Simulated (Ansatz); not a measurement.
A series of calculations on WHClF5

**1. Relaxation**

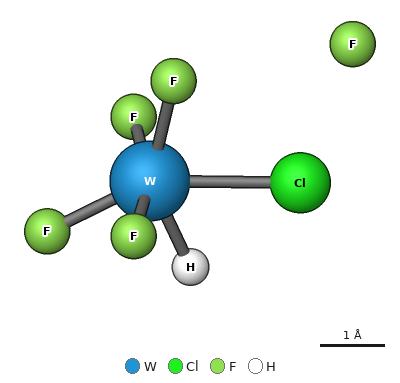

WHClF5 (multiplicity 2), before the relaxation. Style: ball-and-stick. Shown from a free direction.

The run prepares an end point of a later path (reaction) calculation, from a guessed geometry.

These are results of Ansatz 0.2.0, UKS PBE/def2-SVP, not measurements.

Input file:
```yaml
crystal:
  periodic: [false, false, false]
  atoms:
    - { symbol: W, position_ang: [0.0, 0.031591, 0.042783] }
    - { symbol: Cl, position_ang: [0.0, -1.016811, 2.179041] }
    - { symbol: F, position_ang: [1.831076, 0.215969, -0.153675] }
    - { symbol: F, position_ang: [0.0, 1.536325, 1.169831] }
    - { symbol: F, position_ang: [-1.831076, 0.215969, -0.153675] }
    - { symbol: H, position_ang: [0.0, -1.678427, -0.054967] }
    - { symbol: F, position_ang: [0.0, -0.115635, -1.820853] }
    - { symbol: F, position_ang: [0.0, 0.94102, 4.021515] }
magnetization:
  spin_polarized: true
  initial_magnetization: 1
basis:
  gaussian: { orbitals: def2-SVP }
hamiltonian:
  xc: pbe
relax:
  f_tol: 0.03
  max_steps: 50
output:
  orbitals: {}
```

Command:
```bash
ansatz run input.yaml --threads 4 --pin off --max-ram 5120MiB --backend cpu --events-out ev --progress --plain --runs-dir out
```

### Predict the outcome.

F8 moves most after the best rigid fit: 0.36 Å. Largest moves by element: F 0.36 Å, Cl 0.19 Å, H 0.12 Å, W 0.04 Å. Some distances before and after: Cl2–F8 2.688 → 2.159 Å, W1–Cl2 2.380 → 2.356 Å. Among the angles between lasting bonds that change: F3–W1–F5 163.3° → 166.2°, F4–W1–F7 131.4° → 129.0°. After 5 accepted moves (6 points after the start) the energy has fallen by 5.47 kcal/mol. Largest force component: 0.52 eV/Å at the start, 0.019 eV/Å at the end. The line search rejected the trial step at point 3 of the run.

Final geometry:

```xyz
8

W     0.0000    0.0694    0.0658
Cl    0.0000   -0.8336    2.2418
F     1.8404    0.1924   -0.1190
F     0.0000    1.6559    1.0741
F    -1.8404    0.1924   -0.1190
H     0.0000   -1.6470    0.0616
F     0.0000   -0.1449   -1.7900
F     0.0000    0.6454    3.8146
```

After the run, drawn alike:

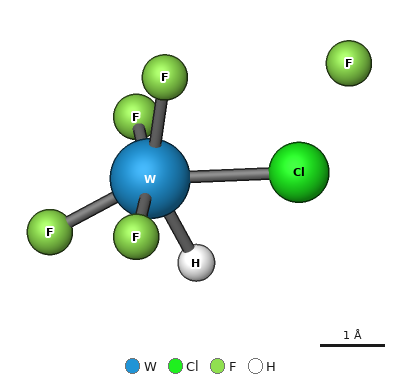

Limits of the set-up: the start holds two separate molecules, 2.7 Å apart at their closest, whose relative position is a soft coordinate and is computed without a dispersion correction.

**2. Relaxation**

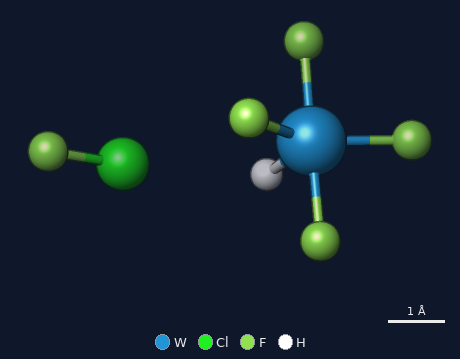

WHClF5 (multiplicity 2), before the relaxation. The picture is a ball-and-stick view, seen at a tilt.

The run prepares an end point of a later path (reaction) calculation, from a guessed geometry.

Computed with UKS PBE/def2-SVP in Ansatz.

Input
```yaml
crystal:
  periodic: [false, false, false]
  atoms:
    - { symbol: W, position_ang: [0.013606, 0.155312, -0.390062] }
    - { symbol: Cl, position_ang: [-0.075571, -0.699873, 3.09518] }
    - { symbol: F, position_ang: [1.922491, 0.146509, -0.499719] }
    - { symbol: F, position_ang: [0.065172, 1.720658, 0.57559] }
    - { symbol: F, position_ang: [-1.896707, 0.143642, -0.307698] }
    - { symbol: H, position_ang: [0.097997, -1.240476, 0.562594] }
    - { symbol: F, position_ang: [-0.081488, -0.378868, -2.148154] }
    - { symbol: F, position_ang: [-0.0455, 0.283097, 4.342267] }
magnetization:
  spin_polarized: true
  initial_magnetization: 1
basis:
  gaussian: { orbitals: def2-SVP }
hamiltonian:
  xc: pbe
relax:
  f_tol: 0.03
  max_steps: 50
output:
  orbitals: {}
```

Run as
```bash
ansatz run input.yaml --threads 4 --pin off --max-ram 5120MiB --backend cpu --events-out ev --progress --plain --runs-dir out
```

What does the optimiser find from here?

Answer. Over 17 geometry steps the energy falls by 100.0 kJ/mol. Largest force component: 2.1 eV/Å at the start, 0.03 eV/Å at the end. F8 moves most after the best rigid fit: 1.45 Å. By element the largest moves are F 1.45 Å, H 0.86 Å, Cl 0.81 Å, W 0.59 Å. Some distances before and after: W1–Cl2 3.590 → 2.337 Å, Cl2–F8 1.588 → 2.174 Å, W1–F5 1.912 → 1.864 Å, W1–F3 1.912 → 1.870 Å. New bonds form, among them: W1–Cl2 (3.59 → 2.34 Å). Bonds break, among them: Cl2–F8 (1.59 → 2.17 Å). Bond angles that change, for instance: F5–W1–H6 91.2° → 127.3°, F3–W1–F5 179.0° → 144.2°, H6–W1–F7 107.5° → 80.6°.

History of the run:

```json
{"step": "0", "E − E(0), kJ/mol": "0.00", "largest force component, eV/Å": "2.1015"}
{"step": "1", "E − E(0), kJ/mol": "-9.46", "largest force component, eV/Å": "0.8772"}
{"step": "2", "E − E(0), kJ/mol": "-11.04", "largest force component, eV/Å": "0.2865"}
{"step": "3", "E − E(0), kJ/mol": "-17.27", "largest force component, eV/Å": "0.5371"}
{"step": "4", "E − E(0), kJ/mol": "-25.29", "largest force component, eV/Å": "0.7666"}
{"step": "5", "E − E(0), kJ/mol": "-34.42", "largest force component, eV/Å": "0.8104"}
{"step": "6", "E − E(0), kJ/mol": "-43.91", "largest force component, eV/Å": "0.6038"}
{"step": "7", "E − E(0), kJ/mol": "-53.71", "largest force component, eV/Å": "0.6362"}
{"step": "8", "E − E(0), kJ/mol": "-69.73", "largest force component, eV/Å": "0.7921"}
{"step": "9", "E − E(0), kJ/mol": "-81.75", "largest force component, eV/Å": "0.4638"}
{"step": "10", "E − E(0), kJ/mol": "-86.86", "largest force component, eV/Å": "0.3228"}
{"step": "11", "E − E(0), kJ/mol": "-91.19", "largest force component, eV/Å": "0.4029"}
{"step": "12", "E − E(0), kJ/mol": "-94.07", "largest force component, eV/Å": "0.2036"}
{"step": "13", "E − E(0), kJ/mol": "-96.06", "largest force component, eV/Å": "0.2811"}
{"step": "14", "E − E(0), kJ/mol": "-97.78", "largest force component, eV/Å": "0.2618"}
{"step": "15", "E − E(0), kJ/mol": "-99.16", "largest force component, eV/Å": "0.2318"}
{"step": "16", "E − E(0), kJ/mol": "-99.40", "largest force component, eV/Å": "0.1633"}
{"step": "17", "E − E(0), kJ/mol": "-99.99", "largest force component, eV/Å": "0.0299"}
```

The structure at the end:

```xyz
8

W     0.1060    0.0423    0.1852
Cl    0.0358   -0.9056    2.3207
F     1.6073    0.4047   -0.8684
F     0.6774    1.6033    1.0290
F    -1.7018    0.4271    0.4257
H     0.8468   -1.4881    0.2155
F    -0.5500   -0.6464   -1.4242
F    -1.0215    0.6926    3.3464
```

After the run, drawn alike:

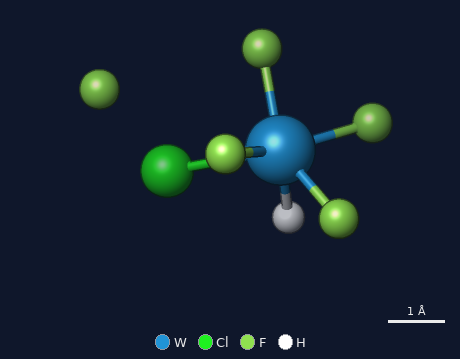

Limits of the set-up: the start holds two separate molecules, 2.6 Å apart at their closest, whose relative position is a soft coordinate and is computed without a dispersion correction.

**3. Path**

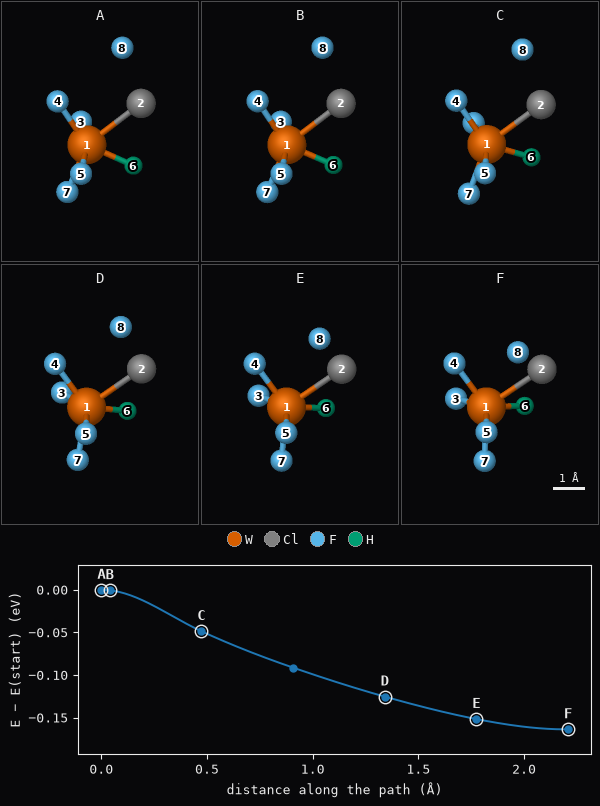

NEB run on WHClF5 (multiplicity 2). Images are numbered from 0 (start) to 6 (end). Frames A to F are images 0, 1, 2, 4, 5, 6. Style: ball-and-stick. Shown from a free direction.

The calculation used UKS PBE/def2-SVP (Ansatz 0.2.0). Set-up: 5 movable images; climbing image; force threshold 0.05 eV/Å; iteration limit 60; starting path through a guess of the saddle point.

Q: Read off the barrier and say what moves.

A: No barrier shows: the energy is highest at the start, and the end lies 0.164 eV below the start. No bond forms or breaks between the ends. The band converged in 14 iterations. The largest component of the band force went from 5.4 to 0.024 eV/Å.
